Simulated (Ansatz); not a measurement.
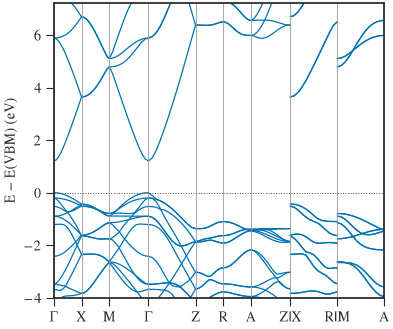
Band structure from the program Ansatz at the r²SCAN level (PAW)

Read off the gap and where the band edges lie.

About 1.2 eV (1.21 eV by a search for the band edges); maximum at Γ, minimum at Γ.

Which compound is it?
A. BaNbNO2, P4/mmm (Ba on 1a, Nb on 1d, N on 1c, O on 2e)
B. HfGeO3, P4mm (Hf on 1b, Ge on 1a, O on 2c, O on 1b)
C. BiBrO, P4/nmm (Bi on 2c, Br on 2c, O on 2a)
D. ZnO, P4_2/mnm (Zn on 4g, O on 4f)

D, ZnO, P4_2/mnm (Zn on 4g, O on 4f)

The workflow started from a Materials Project entry (that database holds measured and hypothetical structures alike); the Crystallography Open Database copy checked does not list it. It is not the phase usual at ambient conditions (space group No. 186). Symmetry was held in the r²SCAN relaxation; its stability against distortions is not shown here.

Potentials: the later of the program's two PAW sets.
